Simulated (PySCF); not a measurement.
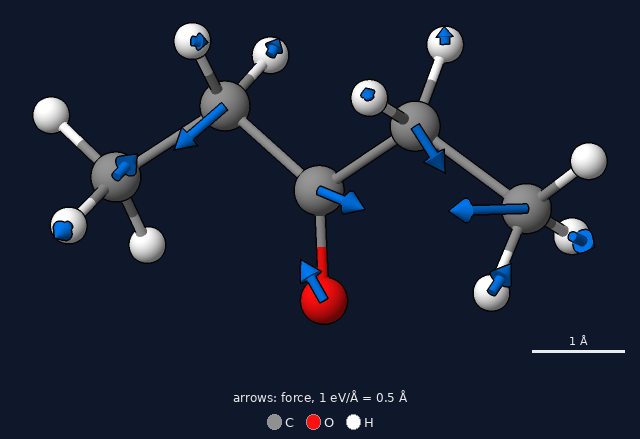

Starting geometry of C₅H₁₀O with the computed forces as blue arrows. Style: ball-and-stick. Shown at a tilt.

The start comes from GFN2-xTB. Its atoms were then displaced at random by about 0.01 Å.

Theory: PySCF 2.14.0, density-fitted response routines, PBE0-D3(BJ)/def2-TZVP geometry optimisation, gas phase. 

> What follows when this structure is relaxed?

It isn't relaxed: the largest force vector, on a C atom, is 2.06 eV/Å. The final displacements have little in common with the starting forces (cosine between the two patterns 0.19). The largest moves after the best rigid fit, 0.12 Å, are those of H atoms. Largest moves by element: H 0.12 Å, C 0.05 Å, O 0.05 Å. Near-neighbour distances that change, for instance: C–C 1.549 → 1.514 Å, C–H 1.119 → 1.090 Å, C–H 1.065 → 1.091 Å, C–H 1.083 → 1.098 Å. Among the angles between lasting bonds that change: H–C–H 108.9° → 104.8°, O–C–C 125.9° → 121.9°, H–C–H 108.2° → 104.9°. Over 9 geometry steps the energy falls by 2.72 kcal/mol. Cost: 4.7 min on 1 thread of Arm Neoverse V2, with other jobs on the host.
